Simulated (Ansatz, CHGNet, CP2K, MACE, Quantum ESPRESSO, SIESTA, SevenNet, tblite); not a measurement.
## Running Na+ TFSI- in propylene carbonate and ethylene carbonate at 330 K (114 atoms) with SIESTA

How do the settings of SIESTA change the result for Na+ TFSI- in propylene carbonate and ethylene carbonate at 330 K (114 atoms)? A plane-wave run serves as the yardstick.

Method: the method is named at each step, in SIESTA 5.4.2.

### 1. The starting structure

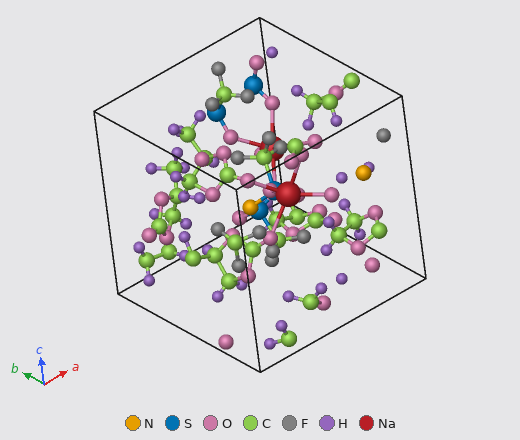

The starting structure, seen from a free direction (nitrogen orange, sulfur blue, oxygen pink, carbon green, fluorine grey, hydrogen purple, sodium red). Bonds to atoms that aren't drawn are left out. Some periodic images of atoms are drawn too.

The cell holds 114 atoms: 2 N, 4 S, 29 O, 29 C, 12 F, 36 H and 2 Na. Cell: a = 11.218 Å, b = 11.218 Å, c = 11.218 Å, α = 90.0°, β = 90.0°, γ = 90.0°. 4 propylene carbonate, 3 ethylene carbonate, 2 Na+, 2 TFSI- placed at random, at 1.5 g/cm³; overlaps pushed apart, then 10 ps at 550 K with Joung-Cheatham ions (J. Phys. Chem. B 112, 9020 (2008)); MMFF94 bonds, angles, torsions, charges and radii (Halgren, J. Comput. Chem. 17, 490 (1996)) in harmonic and 12-6 forms; charges of ions scaled by 0.8. Snapshot after 30 ps at 330 K and fixed volume. Then every atom was moved at random, 0.05 Å r.m.s. a Cartesian component (hydrogen 0.6 of that).

The yardstick, on the same geometry:

| Item | Value |
| --- | --- |
| method | Kohn-Sham DFT, PBE, PAW, plane waves (Ansatz 0.2.0); cutoff 420 eV, Γ point, fermi-dirac smearing of 0.05 eV; PAW set soft_2 |
| r.m.s. force component | 3.036 eV/Å |
| longest force | 18.61 eV/Å |
| pressure | 6.008 GPa |
| gap (highest filled to lowest empty level) | 3.776 eV |
| SCF cycles | 11 |
| time | 8.8 s on 8 threads of Arm Neoverse V2, shared host |
| CPU time | 64 s |

### 2. PBE, DZP, shift 0.01 Ry, mesh 500 Ry

Method: Kohn-Sham DFT, PBE, PseudoDojo 0.4.1 norm-conserving pseudopotentials (converted to PSML), numerical atomic orbitals (DZP), diagonalisation.

The .psml files are PseudoDojo norm-conserving potentials that we converted to this format, checked against plane waves on the same files for H, C, O, Si, Ge and Ca alone.

File input.fdf:

```
SystemLabel cell
NumberOfAtoms 114
NumberOfSpecies 7
%block ChemicalSpeciesLabel
  1 7 N
  2 16 S
  3 8 O
  4 6 C
  5 9 F
  6 1 H
  7 11 Na
%endblock ChemicalSpeciesLabel
LatticeConstant 1.0 Ang
%block LatticeVectors
  11.21847 0.00000 0.00000
  0.00000 11.21847 0.00000
  0.00000 0.00000 11.21847
%endblock LatticeVectors
PAO.BasisSize DZP
PAO.EnergyShift 0.01 Ry
XC.Functional GGA
XC.Authors PBE
MeshCutoff 500 Ry
%block kgrid_Monkhorst_Pack
  1 0 0 0.0
  0 1 0 0.0
  0 0 1 0.0
%endblock kgrid_Monkhorst_Pack
SolutionMethod diagon
OccupationFunction FD
ElectronicTemperature 580 K
SCF.Mixer.Method Pulay
SCF.Mixer.Weight 0.15
SCF.Mixer.History 8
SCF.Mix Hamiltonian
MaxSCFIterations 300
SCF.DM.Tolerance 1e-04
SCF.H.Tolerance 1.0e-3 eV
WriteForces T
Write.HirshfeldPop T
Write.VoronoiPop T
Write.DM F
Write.H F
XML.Write F
AtomicCoordinatesFormat Fractional
%block AtomicCoordinatesAndAtomicSpecies
  0.45818 0.52832 0.44128 1
  0.55290 0.59488 0.34800 2
  0.66140 0.59671 0.39742 3
  0.50799 0.68966 0.28813 3
  0.54940 0.47617 0.23739 4
  0.46167 0.40795 0.25158 5
  0.52748 0.51214 0.12485 5
  0.65197 0.41534 0.23012 5
  0.54263 0.44494 0.52482 2
  0.63212 0.39160 0.47942 3
  0.46655 0.37212 0.59680 3
  0.59548 0.55994 0.63111 4
  0.52539 0.66672 0.61929 5
  0.71268 0.58381 0.61571 5
  0.60530 0.51697 0.74992 5
  0.76892 0.05632 0.67292 1
  0.88388 0.95778 0.70701 2
  0.89801 0.85210 0.64766 3
  0.90127 0.93450 0.83201 3
  0.00633 0.06955 0.67861 4
  0.01235 0.07278 0.54677 5
  0.00009 0.17863 0.70710 5
  0.11574 0.02312 0.69723 5
  0.66336 0.96694 0.66919 2
  0.65997 0.87987 0.57108 3
  0.56052 0.03852 0.66813 3
  0.65176 0.87548 0.81142 4
  0.54483 0.83178 0.83079 5
  0.68385 0.93697 0.90888 5
  0.70983 0.77945 0.81252 5
  0.00417 0.40085 0.44955 4
  0.13745 0.41338 0.39258 4
  0.13121 0.32326 0.29268 4
  0.15872 0.20978 0.35659 3
  0.22519 0.23770 0.45585 4
  0.28022 0.16807 0.51876 3
  0.21647 0.36590 0.47998 3
  0.93172 0.44608 0.39556 6
  0.99134 0.31215 0.47835 6
  0.01721 0.46235 0.53484 6
  0.16512 0.49963 0.36964 6
  0.05199 0.31762 0.25206 6
  0.20513 0.32982 0.23404 6
  0.33343 0.89947 0.55951 4
  0.26907 0.81628 0.47799 4
  0.25569 0.85151 0.36145 4
  0.14490 0.77080 0.33286 3
  0.08919 0.73959 0.43719 4
  0.99990 0.70457 0.44796 3
  0.16012 0.79119 0.52626 3
  0.41447 0.93309 0.50762 6
  0.26527 0.97948 0.55988 6
  0.34110 0.87046 0.65341 6
  0.32556 0.72507 0.47635 6
  0.21663 0.93327 0.35549 6
  0.31028 0.83271 0.29704 6
[... 54 atom lines left out ...]
  0.69377 0.22547 0.05940 6
  0.73816 0.16859 0.92564 6
  0.79243 0.75379 0.49499 7
  0.42241 0.17981 0.68145 7
%endblock AtomicCoordinatesAndAtomicSpecies
```

The run is started by

```console
$ OMP_NUM_THREADS=1 mpirun -np 2 siesta < input.fdf > output.txt
```

What it wrote:

```text
Version         : 5.4.2
reinit: System Name:
reinit: System Label: cell
initatom: Reading input for the pseudopotentials and atomic orbitals ----------
Species number:   1 Atomic number:    7 Label: N
Species number:   2 Atomic number:   16 Label: S
Species number:   3 Atomic number:    8 Label: O
Species number:   4 Atomic number:    6 Label: C
Species number:   5 Atomic number:    9 Label: F
Species number:   6 Atomic number:    1 Label: H
Species number:   7 Atomic number:   11 Label: Na
Ground state valence configuration (from tables):   2s02  2p03  3d00  4f00
Ground state valence configuration (from tables):   3s02  3p04  3d00  4f00
Ground state valence configuration (from tables):   2s02  2p04  3d00  4f00
Ground state valence configuration (from tables):   2s02  2p02  3d00  4f00
Ground state valence configuration (from tables):   2s02  2p05  3d00  4f00
Ground state valence configuration (from tables):   1s01  2p00  3d00  4f00
Ground state valence configuration (from tables):   3s01  3p00  3d00  4f00
---- Processing specs for species: N
GGA--PBE XC_GGA_X_PBE--XC_GGA_C_PBE pb
---- Processing specs for species: S
GGA--PBE XC_GGA_X_PBE--XC_GGA_C_PBE pb
---- Processing specs for species: O
GGA--PBE XC_GGA_X_PBE--XC_GGA_C_PBE pb
---- Processing specs for species: C
GGA--PBE XC_GGA_X_PBE--XC_GGA_C_PBE pb
---- Processing specs for species: F
GGA--PBE XC_GGA_X_PBE--XC_GGA_C_PBE pb
---- Processing specs for species: H
GGA--PBE XC_GGA_X_PBE--XC_GGA_C_PBE pb
---- Processing specs for species: Na
GGA--PBE XC_GGA_X_PBE--XC_GGA_C_PBE pb
Semicore shell(s) with  8 electrons included in the valence for Na
Semicore shell(s): 2s 2p
Fallback to non-perturbative polarization scheme for Na
Please see the manual if this is not desired in principle
N pseudopotential only contains V_ls up to l=1 -- lmxkb reset.
S pseudopotential only contains V_ls up to l=2 -- lmxkb reset.
O pseudopotential only contains V_ls up to l=2 -- lmxkb reset.
[... lines left out ...]
Total number of electrons:   462.000000
[... lines left out ...]
Folding of H and S implicitly performed
new_DM -- step:     1
Initializing Density Matrix...
Attempting to read DM from file... Failed...
DM filled with atomic data:
InitMesh: MESH = 160 x 160 x 160 = 4096000
InitMesh: Mesh cutoff (required, used) =   500.000   562.179 Ry
stepf: Fermi-Dirac step function
        iscf     Eharris(eV)        E_KS(eV)     FreeEng(eV)     dDmax    Ef(eV) dHmax(eV)
   scf:    1   -30415.585056   -30568.085299   -30568.085299  1.935636 -4.310505  9.336445
   scf:    2   -30626.104543   -30600.172123   -30600.172123  0.088374 -4.382792  5.341832
   scf:    3   -30617.604819   -30615.136178   -30615.136178  0.136046 -4.661496  2.358343
[...]
scf:   13   -30616.289439   -30616.289438   -30616.289438  0.000075 -3.909550  0.001131
   scf:   14   -30616.289439   -30616.289438   -30616.289438  0.000054 -3.909207  0.000588
SCF Convergence by DM+H criterion
max |DM_out - DM_in|         :     0.0000540913
max |H_out - H_in|      (eV) :     0.0005884971
SCF cycle converged after 14 iterations
Using DM_out to compute the final energy and forces
siesta: E_KS(eV) =           -30616.2894
siesta: E_KS - E_eggbox =    -30616.2894
siesta: Atomic forces (eV/Ang):
     1    0.880103    0.475518   -0.317965
     2   -7.642161   -7.036904    0.028214
     3   10.864698    1.434689    3.664620
[...]
113    0.066619   -0.525329    0.070340
   114   -0.397055    0.389070    0.258937
----------------------------------------
   Tot    0.022362    0.023231   -0.018657
----------------------------------------
   Max   15.814139
   Res    3.323740    sqrt( Sum f_i^2 / 3N )
----------------------------------------
   Max   15.814139    constrained
Stress tensor Voigt[x,y,z,yz,xz,xy] (kbar):      -85.53      -64.53      -60.29        1.76        4.41       13.71
(Free)E + p*V (eV/cell)   -30554.5003
Target enthalpy (eV/cell)   -30616.2894
siesta: Program's energy decomposition (eV):
siesta: Ebs     =     -7234.006746
siesta: Eions   =     47488.369635
siesta: Ena     =      8561.124352
siesta: Ekin    =     20265.668228
siesta: Enl     =     -3837.868385
siesta: DEna    =      -100.091750
siesta: DUscf   =        34.470335
siesta: Ex      =     -7502.599858
siesta: Ec      =      -548.622725
siesta: Exc     =     -8051.222583
siesta: Eharris =    -30616.289439
siesta: Etot    =    -30616.289438
siesta: FreeEng =    -30616.289438
siesta: Final energy (eV):
siesta:  Band Struct. =   -7234.006746
siesta:       Kinetic =   20265.668228
siesta:       Hartree =   18646.127503
siesta:         Exch. =   -7502.599858
siesta:         Corr. =    -548.622725
siesta:   Exch.-corr. =   -8051.222583
siesta:  Ion-electron =  -55753.372305
siesta:       Ion-ion =   -5723.490282
siesta:         Total =  -30616.289438
siesta:         Fermi =      -3.909207
siesta: Stress tensor (static) (eV/Ang**3):
siesta:    -0.053385    0.008555    0.002751
siesta:     0.008555   -0.040275    0.001101
siesta:     0.002751    0.001101   -0.037630
siesta: Cell volume =       1411.890099 Ang**3
siesta: Pressure (static):
siesta:                Solid            Molecule  Units
siesta:           0.00047664          0.00048244  Ry/Bohr**3
siesta:           0.04376343          0.04429577  eV/Ang**3
siesta:          70.11674582         70.96965146  kBar
    Orbital volume contribution        =          31.933685 eV
    (Free)E + p_basis*V_orbitals       =      -30584.355754 eV
    (Free)Eharris+ p_basis*V_orbitals  =      -30584.355754 eV
Hirshfeld Atomic Populations:
Atom #   charge [q] valence [e]  Species
     1    -0.287829    5.287829  N
     2     0.373438    5.626562  S
     3    -0.198340    6.198340  O
     4    -0.210085    6.210085  O
     5     0.170384    3.829616  C
     6    -0.032933    7.032933  F
     7    -0.094930    7.094930  F
     8    -0.051627    7.051627  F
     9     0.367624    5.632376  S
    10    -0.183174    6.183174  O
[...]
12     0.193084    3.806916  C
[...]
16    -0.222560    5.222560  N
    17     0.382415    5.617585  S
[...]
20     0.196557    3.803443  C
[...]
38     0.029054    0.970946  H
    39     0.010761    0.989239  H
    40     0.005615    0.994385  H
[...]
113     0.200663    8.799337  Na
   114     0.243291    8.756709  Na
--------------------
 Total     0.000007
Voronoi Atomic Populations:
Atom #   charge [q] valence [e]  Species
     1    -0.356054    5.356054  N
[...]
16    -0.284757    5.284757  N
    17     0.503623    5.496377  S
[...]
24     0.487293    5.512707  S
[...]
29    -0.056877    7.056877  F
    30    -0.029644    7.029644  F
[...]
105    -0.028157    6.028157  O
   106     0.101840    3.898160  C
   107     0.062305    3.937695  C
   108    -0.116932    6.116932  O
[...]
111     0.008691    0.991309  H
   112    -0.002207    1.002207  H
   113     0.179154    8.820846  Na
   114     0.212723    8.787277  Na
--------------------
 Total     0.000007
```

Wall time 2.3 min (2 MPI ranks of Arm Neoverse V2, shared host); peak memory 2.1 GiB.

Banners, paths, timers and routine set-up lines are dropped from the logs unmarked, and long logs keep their key lines alone; longer cuts are marked.

Numbers from this run, and their distance from the reference:

* r.m.s. force component: 3.324 eV/Å
* r.m.s. difference of force components: 477.1 meV/Å
* longest difference of force vectors: 2800 meV/Å
* force difference over r.m.s. force: 15.72 %
* slope of forces against the reference's: 1.087
* correlation of force components: 0.9928
* gap (highest filled to lowest empty level): 3.874 eV
* gap difference: 0.0974 eV
* pressure: 7.012 GPa
* pressure difference: 1.004 GPa

Length of the force difference by element (eV/Å):

```
element  atoms  mean  most
      C     29  0.61   2.4
      F     12  0.62  0.92
      H     36  0.71   1.3
      N      2  0.61  0.68
     Na      2  0.13  0.13
      O     29  0.89   2.8
      S      4   1.0   1.1
```

Levels nearest the highest filled one (eV from it): -0.87, -0.74, -0.69, -0.61, -0.57, -0.43, -0.40, -0.33, -0.13, -0.13, -0.05, 0.00, 3.87, 4.25, 4.63, 4.98, 5.09, 5.21, 5.32, 5.57, 5.74, 5.75, 5.83, 5.84.

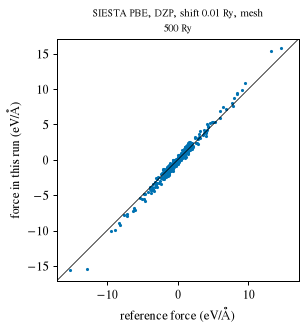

Force components against those of the reference; the line marks equality.

The surroundings of O10, which bears the longest force, nearest first, numbered as they follow in the input and with coordinates relative to it.

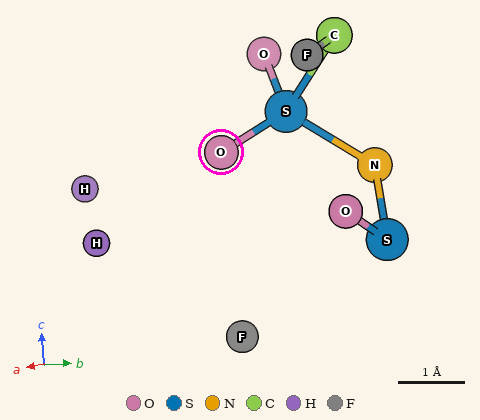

The atoms of the table, within 2.9 Å (arrows a, b, c point along x, y, z); some may hide others; the central atom is ringed.

```csv
atom,x,y,z,distance (Å),Hirshfeld charge (e),Fx,Fy,Fz (eV/Å)
O10,0.00,0.00,0.00,0.00,-0.18,15.81,-9.00,-7.90
S9,-1.00,0.60,0.51,1.27,0.37,-15.59,9.29,7.16
O11,-1.86,-0.22,1.32,2.29,-0.24,-1.82,-1.07,1.66
O3,0.33,2.30,-0.92,2.50,-0.20,10.86,1.43,3.66
N1,-1.95,1.53,-0.43,2.52,-0.29,0.88,0.48,-0.32
C12,-0.41,1.89,1.70,2.58,0.19,0.42,0.41,1.91
H91,-0.15,-2.53,-0.51,2.58,0.03,-0.29,0.56,0.62
H90,2.03,-1.12,-1.15,2.59,0.03,-0.75,-1.24,0.17
F14,0.90,2.16,1.53,2.79,-0.03,0.74,1.14,-1.01
F8,0.22,0.27,-2.80,2.82,-0.05,1.39,-0.86,0.50
S2,-0.89,2.28,-1.47,2.86,0.37,-7.64,-7.04,0.03
```

Forces lie 16 % from the reference's, at 4.3 times its CPU time (on 2 against 8 cores).

### 3. PBE, SZ, shift 0.01 Ry, mesh 500 Ry

Method: Kohn-Sham DFT, PBE, PseudoDojo 0.4.1 norm-conserving pseudopotentials (converted to PSML), numerical atomic orbitals (SZ), diagonalisation.

input.fdf, as its differences from that of step 2:

```diff
@@ -18,3 +18,3 @@
 %endblock LatticeVectors
-PAO.BasisSize DZP
+PAO.BasisSize SZ
 PAO.EnergyShift 0.01 Ry
```

The run is started by

```console
$ OMP_NUM_THREADS=1 siesta < input.fdf > output.txt
```

What it wrote:

```text
Version         : 5.4.2
reinit: System Name:
reinit: System Label: cell
initatom: Reading input for the pseudopotentials and atomic orbitals ----------
Species number:   1 Atomic number:    7 Label: N
Species number:   2 Atomic number:   16 Label: S
Species number:   3 Atomic number:    8 Label: O
Species number:   4 Atomic number:    6 Label: C
Species number:   5 Atomic number:    9 Label: F
Species number:   6 Atomic number:    1 Label: H
Species number:   7 Atomic number:   11 Label: Na
Ground state valence configuration (from tables):   2s02  2p03  3d00  4f00
Ground state valence configuration (from tables):   3s02  3p04  3d00  4f00
Ground state valence configuration (from tables):   2s02  2p04  3d00  4f00
[... lines left out ...]
        iscf     Eharris(eV)        E_KS(eV)     FreeEng(eV)     dDmax    Ef(eV) dHmax(eV)
[... lines left out ...]
SCF Convergence by DM+H criterion
[... lines left out ...]
SCF cycle converged after 15 iterations
[... lines left out ...]
   Max   32.558639
[... lines left out ...]
   Max   32.558639    constrained
Stress tensor Voigt[x,y,z,yz,xz,xy] (kbar):     -417.59     -398.91     -341.43       28.78      -22.89       28.17
[... lines left out ...]
siesta: FreeEng =    -30393.268352
[... lines left out ...]
siesta:         Fermi =      -4.183522
[... lines left out ...]
siesta:                Solid            Molecule  Units
siesta:           0.00262383          0.00277795  Ry/Bohr**3
siesta:           0.24090895          0.25505959  eV/Ang**3
siesta:         385.97869557        408.65050895  kBar
    Orbital volume contribution        =          15.462943 eV
    (Free)E + p_basis*V_orbitals       =      -30377.805409 eV
    (Free)Eharris+ p_basis*V_orbitals  =      -30377.805409 eV
Hirshfeld Atomic Populations:
Atom #   charge [q] valence [e]  Species
     1    -0.430066    5.430066  N
     2     0.698267    5.301733  S
     3    -0.320399    6.320399  O
     4    -0.318958    6.318958  O
     5     0.207398    3.792602  C
     6    -0.086401    7.086401  F
     7    -0.130274    7.130274  F
     8    -0.110372    7.110372  F
     9     0.702545    5.297455  S
    10    -0.314191    6.314191  O
[...]
12     0.192298    3.807702  C
[...]
16    -0.356058    5.356058  N
    17     0.651470    5.348530  S
[...]
20     0.222546    3.777454  C
[...]
38     0.048558    0.951442  H
    39     0.022378    0.977622  H
    40     0.019103    0.980897  H
[...]
113     0.232467    8.767533  Na
   114     0.274293    8.725707  Na
--------------------
 Total     0.000002
Voronoi Atomic Populations:
Atom #   charge [q] valence [e]  Species
     1    -0.453468    5.453468  N
[...]
16    -0.377761    5.377761  N
    17     0.690892    5.309108  S
[...]
24     0.707935    5.292065  S
[...]
29    -0.116451    7.116451  F
    30    -0.090516    7.090516  F
[...]
105    -0.116400    6.116400  O
   106     0.113617    3.886383  C
   107     0.086041    3.913959  C
   108    -0.169053    6.169053  O
[...]
111     0.015999    0.984001  H
   112     0.002691    0.997309  H
   113     0.195503    8.804497  Na
   114     0.232794    8.767206  Na
--------------------
 Total     0.000002
```

Elapsed: 97 s, on 1 thread; peak memory 0.95 GiB.

Numbers from this run, and their distance from the reference:

```
r.m.s. force component                           : 6.408 eV/Å
r.m.s. difference of force components            : 4315 meV/Å
longest difference of force vectors              : 22700 meV/Å
force difference over r.m.s. force               : 142.1 %
slope of forces against the reference's          : 1.718
correlation of force components                  : 0.8138
gap (highest filled to lowest empty level) : 2.413 eV
gap difference                                   : -1.363 eV
pressure                                         : 38.6 GPa
pressure difference                              : 32.59 GPa
```

This is a coarse setting, run to see what it loses.

Against the first run (16 %), the force difference from the reference is 142 %, at 0.36 times the CPU time (on 1 against 2 cores), with 350 basis functions against 1186: the smaller basis costs accuracy.

(Continued in part 2 of 2.)

[Also dropped from logs without a mark: logging warnings of Python, and SIESTA's first energy breakdown and zero terms.]

[Logs are printed without paths, hosts, clocks, repeated set-up lines and the standing remarks that a program may print on its own settings, such as how far it seeks lower states.]

[Hosts, paths, dates, database ids (printed as entryN), source tags and the programs' standing remarks are cut or masked in the printed files.]

[The MMFF94 radii named for the starting cell were scaled by 0.96; in molecules described by MMFF94, hydrogen bound to N, O or S took a small fixed 12-6 site in their place.]
